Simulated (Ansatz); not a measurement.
# BiN (model cell, started as zinc blende): relaxing the cell for a phonon run

Task: relax BiN (model cell, started as zinc blende) tightly.

Main program and level: Ansatz 0.2.0; DFT PBEsol, scalar-relativistic, plane waves, PAW.

The structure was built from a prototype and need not be the compound's stable phase.

### Step 1. Set-up

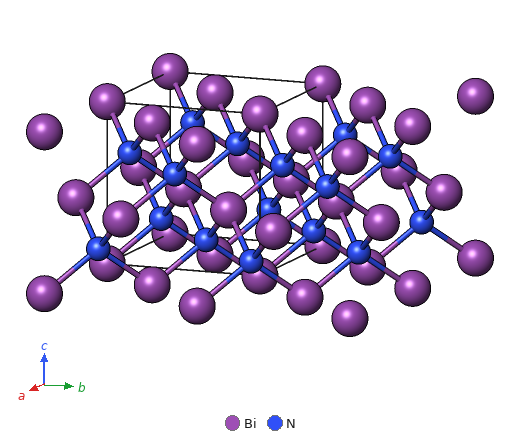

Start, viewed slightly off an axis; bismuth purple, nitrogen blue. 2×2×1 cells are drawn. This picture shows the conventional cell, with its axes. Bonds to atoms that aren't drawn are left out. Some periodic images of atoms are drawn too.

Coordinates:

```cif
data_structure
_symmetry_space_group_name_H-M 'P 1'
_symmetry_Int_Tables_number 1
_cell_length_a 3.8222
_cell_length_b 3.8222
_cell_length_c 3.8222
_cell_angle_alpha 60.000
_cell_angle_beta 60.000
_cell_angle_gamma 60.000
_cell_volume 39.48
loop_
_atom_site_label
_atom_site_type_symbol
_atom_site_fract_x
_atom_site_fract_y
_atom_site_fract_z
_atom_site_occupancy
Bi1 Bi 0.00000 0.00000 0.00000 1
N2 N 0.25000 0.25000 0.25000 1
```

### Step 2. Probe on a coarse mesh

A quick single point on a coarse mesh tells whether the cell has a gap and how far it is from rest, which sets the k mesh and smearing that follow.

The input, input.yaml:

```yaml
crystal:
  lattice:
    - [0.0, 2.70269, 2.70269]
    - [2.70269, 0.0, 2.70269]
    - [2.70269, 2.70269, 0.0]
  atoms:
    - { symbol: Bi, position: [0.0, 0.0, 0.0] }
    - { symbol: "N", position: [0.25, 0.25, 0.25] }
kpoints:
  mp_grid: { grid: [6, 6, 6] }
hamiltonian:
  xc: pbesol
scf:
  occupations: { method: gaussian, width: 0.1 }
output:
  forces: true
  stress: true
  eigenvalues: true
```

On the command line:

```bash
$ ansatz run input.yaml --threads 4 --pin off --max-ram 7168MiB --backend cpu --events-out ev --progress --plain --runs-dir out
```

Numbers of over 12 decimals in the logs are rounded to 6 here.

What it wrote:

```text
Engine: ansatz 0.2.0, aarch64-unknown-linux-gnu
Pseudopotentials: kind: paw
Pseudopotential: Bi, paw, valence charge 15, recommended cutoff 420 eV (normal), Bi.paw.azcp
Pseudopotential: N, paw, valence charge 5, recommended cutoff 420 eV (normal), N.paw.azcp
Functional definition: PBEsol
  exchange = pbesol_x
  correlation = pbesol_c
Crystal: 2 atoms, lattice volume = 39.484 Å³
[...]
--- Band table (eV; the first three rows and the last of 16) ---
  k-point 0: bands = [... 6 lower, 3.7569, 8.3626, 8.3626, 8.3626, 13.7735, 13.7735, 13.7735, 17.0979]
  k-point 1: bands = [... 6 lower, 2.9861, 8.1024, 8.1024, 8.2905, 12.9087, 14.0825, 14.0825, 18.7039]
  k-point 2: bands = [... 6 lower, 1.2974, 7.6622, 7.6622, 7.8538, 13.1557, 14.4450, 14.4450, 18.3114]
  k-point 15: bands = [... 6 lower, -0.3483, 5.5915, 5.7719, 10.8679, 11.3180, 14.4584, 16.1643, 17.2900]
[key lines of the parts left out:]
SCF converged after 7 iterations
Free energy (F): -12618.869935 eV
Fermi energy:    10.820015 eV
P = ⅓ Tr σ = 4.3231 GPa (43.231 kbar)
```

It took 1.1 s on 4 threads of Arm Neoverse V1, shared host; peak memory 0.28 GiB.

This step gave:

* pressure: 4.323 GPa
* volume per atom: 19.74 Å³
* gap on the k-mesh: 0 eV

The coarse mesh shows no gap and a pressure of 4.3 GPa.

### Step 3. Relaxation

Harmonic phonons are second derivatives at a point where the forces vanish, and they are wanted at zero stress, so atoms and cell are relaxed first.

input.yaml: that of step 2 with these lines changed.

```diff
@@ -9,3 +9,3 @@
 kpoints:
-  mp_grid: { grid: [6, 6, 6] }
+  mp_grid: { grid: [14, 14, 14] }
 hamiltonian:
@@ -18 +18,6 @@
   eigenvalues: true
+relax:
+  adjacent_minimum: "off"
+  f_tol: 0.005
+  max_steps: 80
+  cell: { stress_tol: 0.05 }
```

What it wrote:

```text
[...]
Crystal: 2 atoms, lattice volume = 39.484 Å³
Basis set: ecut = 420 eV, 749 PW (Γ), exchange–correlation on 54×54×54 points (8 copies of the dense FFT grid, shifted against one another)
Bands: 14, of which v1, the nominal top of the filled ones, is band 10 counted from 1 (9 counted from 0)
Symmetry: 24 space group operations
[...]
k-points: 104 of 2744 (time reversal used)
[...]
SCF iter   1: F=—  HF=-12618.897513 eV  |F-HF|=—  |Δ(HF+E_count)|=         —  Δρ=1.82e-2  dr2=1.80e-1  ethr=1.77e-3  ⟨swp⟩=5.0  Hψ=7349  notcnv=0
[...]
SCF iter   6: F=-12618.864021 eV  HF=-12618.864021 eV  |F-HF|=1.86e-8  |Δ(HF+E_count)|=   1.36e-6  Δρ=1.55e-5  dr2=9.62e-8  ethr=5.00e-10  ⟨swp⟩=5.7  Hψ=8702  notcnv=0
SCF 1 converged in 6 iterations: F = -12618.864021 eV  dr2 = 9.62e-8
[...]
relax step   1: F+E_penalty+E_count = -12618.86402070 eV  Δ(F+E_penalty+E_count) = +0.000e0 eV  max|allowed force component| = 1.554e-15 eV/Å  Δτ_max = 0.0000 Å  P = +4.137 GPa  Ω = 39.484 Å³  (6 SCF iters, dr2 threshold 1.00e-7 eV, accepted)
Crystal: 2 atoms, lattice volume = 42.198 Å³
Basis set: ecut = 420 eV, 869 PW (Γ), exchange–correlation on 54×54×54 points (8 copies of the dense FFT grid, shifted against one another)
[...]
iter 1 solved again at ethr=2.23e-4 eV; its pass at ethr=3.10e-3 eV (dr2=4.45e-2 eV) is discarded
[...]
SCF iter   6: F=-12618.871634 eV  HF=-12618.871634 eV  |F-HF|=1.74e-7  |Δ(HF+E_count)|=   3.50e-6  Δρ=1.63e-5  dr2=1.59e-7  ethr=1.00e-9  ⟨swp⟩=4.8  Hψ=7614  notcnv=0
SCF 2 converged in 6 iterations: F = -12618.871634 eV  dr2 = 1.59e-7
relax step   2: F+E_penalty+E_count = -12618.87163433 eV  Δ(F+E_penalty+E_count) = -7.614e-3 eV  max|allowed force component| = 1.110e-15 eV/Å  Δτ_max = 0.0000 Å  P = -2.368 GPa  Ω = 42.198 Å³  energy of the carried Pulay correction = -4.401e-3 eV  (6 SCF iters, dr2 threshold 2.00e-7 eV, accepted)
Crystal: 2 atoms, lattice volume = 41.168 Å³
Basis set: ecut = 420 eV, 821 PW (Γ), exchange–correlation on 54×54×54 points (8 copies of the dense FFT grid, shifted against one another)
[...]
SCF iter   6: F=-12618.881489 eV  HF=-12618.881489 eV  |F-HF|=4.78e-9  |Δ(HF+E_count)|=   1.48e-7  Δρ=4.36e-6  dr2=1.32e-8  ethr=1.00e-9  ⟨swp⟩=6.1  Hψ=7002  notcnv=0
SCF 3 converged in 6 iterations: F = -12618.881489 eV  dr2 = 1.32e-8
relax step   3: F+E_penalty+E_count = -12618.88148932 eV  Δ(F+E_penalty+E_count) = -9.855e-3 eV  max|allowed force component| = 1.258e-15 eV/Å  Δτ_max = 0.0000 Å  P = -0.143 GPa  Ω = 41.168 Å³  energy of the carried Pulay correction = -2.765e-3 eV  (6 SCF iters, dr2 threshold 2.00e-7 eV, accepted)
[...]
relax step   4: F+E_penalty+E_count = -12618.88161484 eV  Δ(F+E_penalty+E_count) = -1.255e-4 eV  max|allowed force component| = 1.110e-15 eV/Å  Δτ_max = 0.0000 Å  P = -0.003 GPa  Ω = 41.107 Å³  energy of the carried Pulay correction = -2.667e-3 eV  (4 SCF iters, dr2 threshold 5.12e-8 eV, accepted)
[...]
relax step   5: F+E_penalty+E_count = -12618.88471574 eV  Δ(F+E_penalty+E_count) = -3.101e-3 eV  max|allowed force component| = 1.184e-15 eV/Å  Δτ_max = 0.0000 Å  P = +0.084 GPa  Ω = 41.107 Å³  stress off target by 8.40e-2 GPa  SCF on the basis re-selected at this cell (its energy is not comparable with the rows above)  (7 SCF iters)
[...]
relax step   6: F+E_penalty+E_count = -12618.88467001 eV  Δ(F+E_penalty+E_count) = +4.574e-5 eV  max|allowed force component| = 1.258e-15 eV/Å  Δτ_max = 0.0000 Å  P = +0.003 GPa  Ω = 41.143 Å³  energy of the carried Pulay correction = -5.543e-5 eV  (4 SCF iters, dr2 threshold 1.76e-8 eV, accepted)
[...]
SCF iter   1: F=—  HF=-12618.884720 eV  |F-HF|=—  |Δ(HF+E_count)|=         —  Δρ=6.28e-6  dr2=1.25e-8  ethr=8.51e-7  ⟨swp⟩=3.2  Hψ=11109  notcnv=0
eigensolver tolerance schedule: the retry pair's looser diagonalisation over-reported the residual by 13610.01 of it (diagonalisation noise at an unbounded share of the residual, at the tolerance the schedule requests for it); recorded, not acted on — ethr = c·dr2/N_el stays at c = 1.0e-1
[...]
SCF iter   2: F=—  HF=-12618.884718 eV  |F-HF|=—  |Δ(HF+E_count)|=   1.85e-6  Δρ=3.12e-6  dr2=4.03e-9  ethr=6.25e-11  ⟨swp⟩=3.2  Hψ=3453  notcnv=0
[...]
SCF iter   6: F=-12618.884718 eV  HF=-12618.884718 eV  |F-HF|=7.28e-12  |Δ(HF+E_count)|=  1.82e-11  Δρ=3.05e-7  dr2=1.91e-11  ethr=1.00e-12  ⟨swp⟩=4.9  Hψ=7375  notcnv=0
SCF 7 converged in 6 iterations: F = -12618.884718 eV  dr2 = 1.91e-11
relax step   7: F+E_penalty+E_count = -12618.88471812 eV  Δ(F+E_penalty+E_count) = -4.811e-5 eV  max|allowed force component| = 1.406e-15 eV/Å  Δτ_max = 0.0000 Å  P = +0.004 GPa  Ω = 41.143 Å³  stress off target by 3.73e-3 GPa  SCF on the basis re-selected at this cell (its energy is not comparable with the rows above)  (6 SCF iters)
[...]
SCF converged after 6 iterations
Free energy (F): -12618.884718 eV
[...]
Internal energy: -12618.881630 eV  (E = F + TS)
E sigma→0 (E₀):  -12618.883174 eV
Entropy (-TS):   -0.003088 eV (-1.544 meV/atom)
Fermi energy:    9.992946 eV
[...]
--- Stress (GPa, compression-positive) ---
        0.003729      -0.000000      -0.000000
       -0.000000       0.003729       0.000000
       -0.000000       0.000000       0.003729
  P = ⅓ Tr σ = 0.0037 GPa (0.037 kbar)
--- Band table (eV; the first three rows and the last of 104) ---
  k-point 0: bands = [... 6 lower, 2.9466, 7.8284, 7.8284, 7.8284, 13.0075, 13.0075, 13.0075, 16.2412]
  k-point 1: bands = [... 6 lower, 2.8097, 7.7763, 7.7763, 7.8209, 12.7124, 13.0728, 13.0728, 16.7563]
  k-point 2: bands = [... 6 lower, 2.4216, 7.6380, 7.6380, 7.7617, 12.2831, 13.2393, 13.2393, 17.6626]
  k-point 103: bands = [... 6 lower, -0.8711, 5.0720, 5.2683, 10.2963, 11.4609, 12.8214, 15.3777, 16.7479]
--- Relaxed structure (5 steps of the walk, 5 accepted, 2 SCFs on fresh bases) ---
  F+E_penalty+E_count = -12618.88471812 eV   max|allowed force component| = 1.406e-15 eV/Å   (the final SCF, on the basis selected at the relaxed cell)
  cell:  # Å, volume = 41.1428 Å³
    - [0, 2.740026, 2.740026]
    - [2.740026, 0, 2.740026]
    - [2.740026, 2.740026, 0]
  atoms:
    - { symbol: Bi, position: [0, 0, 0] }
    - { symbol: N, position: [0.25, 0.25, 0.25] }
```

Elapsed: 12 s, on 4 threads; peak memory 0.4 GiB; 46 s of CPU time.

The steps of the relaxation:

```csv
step,energy less that of the first step (eV),largest force component (eV/Å),pressure (GPa),volume (Å³)
1,0.0000,0.0000,4.14,39.48
2,-0.0076,0.0000,-2.37,42.20
3,-0.0175,0.0000,-0.14,41.17
4,-0.0176,0.0000,0.00,41.11
5*,-0.0207,0.0000,0.08,41.11
6,-0.0206,0.0000,0.00,41.14
7*,-0.0207,0.0000,0.00,41.14
```

Relaxation steps marked * repeat the geometry before them on a plane-wave basis chosen anew for their cell, so energy and pressure can jump there.

The run keeps the 24 symmetry operations that it works with, so distortions that break them were not tested.

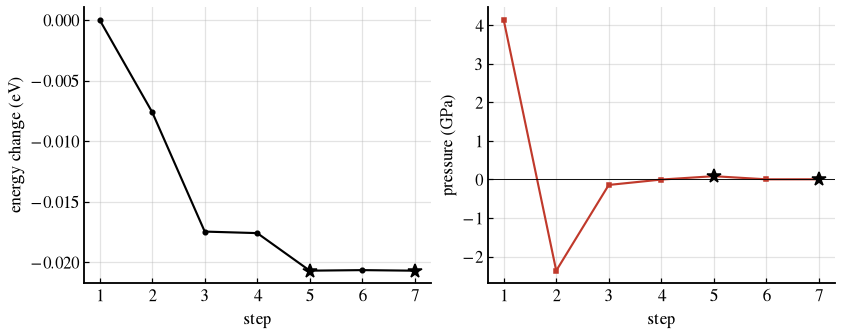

Energy and pressure along the relaxation. Stars mark steps on a basis chosen anew.

```csv
"conventional cell, symmetrised",before,after,change
a (Å),5.405,5.480,+1.4 %
b (Å),5.405,5.480,+1.4 %
c (Å),5.405,5.480,+1.4 %
volume (Å³/atom),19.74,20.57,+4.2 %
```

The relaxed structure:

```xyz
2
Lattice="0.0000 2.7400 2.7400 2.7400 0.0000 2.7400 2.7400 2.7400 0.0000" Properties=species:S:1:pos:R:3 pbc="T T T"
Bi    0.0000    0.0000    0.0000
N     1.3700    1.3700    1.3700
```

This step gave:

```
pressure        : 0.003729 GPa
volume per atom : 20.57 Å³
```

In this step the volume went from 19.74 to 20.57 Å³/atom.

### Step 4. Relaxing to small forces for the phonons

Phonons need a cell at rest on their own settings, so the relaxation is repeated with tight tolerances on forces and stress, using the mesh and the filling of the phonon run that follows.

The input, input.yaml:

```yaml
crystal:
  lattice:
    - [0.0, 2.7400255108, 2.7400255108]
    - [2.7400255108, 0.0, 2.7400255108]
    - [2.7400255108, 2.7400255108, 0.0]
  atoms:
    - { symbol: Bi, position: [0.0, 0.0, 0.0] }
    - { symbol: "N", position: [0.25, 0.25, 0.25] }
kpoints:
  mp_grid: { grid: [16, 16, 16] }
hamiltonian:
  xc: pbesol
scf:
  occupations: { method: methfessel_paxton, width: 0.2 }
output:
  forces: true
  stress: true
  eigenvalues: true
relax:
  adjacent_minimum: "off"
  f_tol: 0.001
  max_steps: 60
  cell: { stress_tol: 0.01 }
```

What it wrote:

```text
[...]
Crystal: 2 atoms, lattice volume = 41.143 Å³
Basis set: ecut = 420 eV, 821 PW (Γ), exchange–correlation on 54×54×54 points (8 copies of the dense FFT grid, shifted against one another)
Bands: 14, of which v1, the nominal top of the filled ones, is band 10 counted from 1 (9 counted from 0)
[... 1 set-up line as in the run before ...]
[...]
k-points: 145 of 4096 (time reversal used)
[...]
k-point 144: bands = [... 6 lower, -0.8705, 5.0451, 5.2476, 10.3284, 11.9228, 12.3407, 15.3723, 16.8137]
--- Relaxed structure (3 steps of the walk, 3 accepted, 1 SCFs on fresh bases) ---
[...]
cell:  # Å, volume = 41.1494 Å³
    - [0, 2.740172, 2.740172]
    - [2.740172, 0, 2.740172]
    - [2.740172, 2.740172, 0]
  atoms:
    - { symbol: Bi, position: [0, 0, 0] }
    - { symbol: N, position: [0.25, 0.25, 0.25] }
[key lines of the parts left out:]
SCF converged after 10 iterations
Free energy (F): -12618.881265 eV
Fermi energy:    9.981249 eV
P = ⅓ Tr σ = 0.0003 GPa (0.003 kbar)
```

Run time: 10 s. Hardware: 4 threads; peak memory 0.43 GiB.

Little changed from the start: no atom moved by 0.005 Å and no cell edge by 0.1 %.

Numbers from this step:

| Item | Value |
| --- | --- |
| pressure | 2.60e-4 GPa |

The forces vanish by symmetry and the pressure is 0.000 GPa, within the tolerances set. The cell now holds 20.57 Å³/atom.

### Step 5. Results

* space group after relaxation (within 0.01 Å): F-43m
* lattice constant a: 5.480 Å
* lattice constant b: 5.480 Å
* lattice constant c: 5.480 Å
* volume per atom: 20.6 Å³

**Reading.** The forces vanish by symmetry and the pressure is 0.000 GPa, within the tolerances set. The cell now holds 20.57 Å³/atom. The relaxation keeps the symmetry of its start, so it says nothing on stability against lower symmetry. Spin-orbit coupling is left out, which can matter for the heavy elements here. The starting cell was built on a prototype and not taken from a measurement, so the phase need not exist.

[Logs are printed without paths, hosts, clocks, repeated set-up lines and the standing remarks that a program may print on its own settings, such as how far it seeks lower states.]

[Hosts, paths, dates, database ids (printed as entryN), source tags and the programs' standing remarks are cut or masked in the printed files.]
